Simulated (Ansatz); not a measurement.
# AsH3 (singlet): from Hartree-Fock to the top rungs at a displaced geometry (v1), cc-pVDZ

Aim: climb from Hartree-Fock through coupled cluster and multireference methods for AsH3 (singlet) at one geometry and basis, and see what each rung misses.

Program: Ansatz 0.2.0, Gaussian basis. Level of theory: cc-pVDZ, core rule «outside noble gas», up to 14 orbitals frozen. These are calculated values, not measurements.

The runs, in order: UHF; CCSD(T) on RHF; BCCD(T) on RHF; CISD; CCSDT(Q) on RHF; CCSDTQ on RHF; CASSCF and MRCISD+Q, 8 electrons in 7 orbitals; CASSCF and NEVPT2, 8 electrons in 7 orbitals.

14 further runs of the same task are left out: 6 that didn't finish, 8 set aside as unsound or not needed.

## 1. What is computed

The geometry is a PBE0/def2-TZVP stationary point (not a proven minimum) with its atoms shifted at random (size 0.040 Å). No spin-orbit coupling is included. The filled d shell of As may be among the frozen orbitals whatever the setting's name suggests; the logs give the count.

4 atoms, charge 0, spin multiplicity 1.

Atoms are counted from 1 here; the program's logs count them from 0.

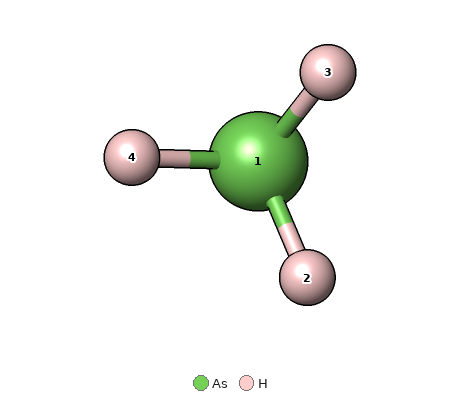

The structure; arsenic green, hydrogen pink; atoms are numbered from 1 in the order of the file.

## 2. UHF

Contents of in.yaml:

```yaml
crystal:
  periodic: [false, false, false]
  atoms:
    - {symbol: As, position_ang: [0.000302, -0.000078, -0.031726]}
    - {symbol: H, position_ang: [1.258580, -0.002245, 0.811504]}
    - {symbol: H, position_ang: [-0.601607, 1.129892, 0.758985]}
    - {symbol: H, position_ang: [-0.679385, -1.121866, 0.787750]}
basis:
  gaussian: {orbitals: cc-pVDZ}
magnetization: {spin_polarized: true, initial_magnetization: 0}
hamiltonian: {xc: hf}
output: {orbitals: {seedname: orbitals}}
```

Command:

```
> ansatz run in.yaml --threads 1 --pin off --events-out ev --progress --plain --max-ram 2393MiB
```

Further steps of the session: CCSD(T) on RHF; BCCD(T) on RHF; CISD; CCSDT(Q) on RHF; CCSDTQ on RHF; CASSCF and MRCISD+Q, 8 electrons in 7 orbitals; CASSCF and NEVPT2, 8 electrons in 7 orbitals.

Before running them: what should the planned runs give, taken together? Wanted: RCCSDTQ below the RHF energy; RMP2 from RCCSDTQ; RCCSD from RCCSDTQ; RCCSD(T) from RCCSDTQ; RCCSDT(Q) from RCCSDTQ; NEVPT2 valence from RCCSDTQ; MRCISD+Q valence from RCCSDTQ; T1 diagnostic; effectively unpaired electrons.

**Answer**, as computed:

| quantity | value |
| --- | --- |
| RCCSDTQ below the RHF energy | -4.2364 eV |
| RMP2 from RCCSDTQ | +83.5 kJ/mol |
| RCCSD from RCCSDTQ | +10.4 kJ/mol |
| RCCSD(T) from RCCSDTQ | +1.9 kJ/mol |
| RCCSDT(Q) from RCCSDTQ | 0.0 kJ/mol |
| NEVPT2 valence from RCCSDTQ | +67.9 kJ/mol |
| MRCISD+Q valence from RCCSDTQ | -0.4 kJ/mol |
| levels within 1 kcal/mol (43 meV) | RCCSD(T), BCCD(T), RCCSDT, RCCSDT(Q), MRCISD+Q valence |
| T1 diagnostic | 0.011 |
| effectively unpaired electrons | 0.02 |

What this shows: RCCSD(T) lands +1.9 kJ/mol from the yardstick (0.5 % of the correlation energy). One determinant dominates. Of the multireference levels listed MRCISD+Q valence comes nearest in total energy (-0.4 kJ/mol), which doesn't show that its space is the better one. These misses are within one basis, not against nature.
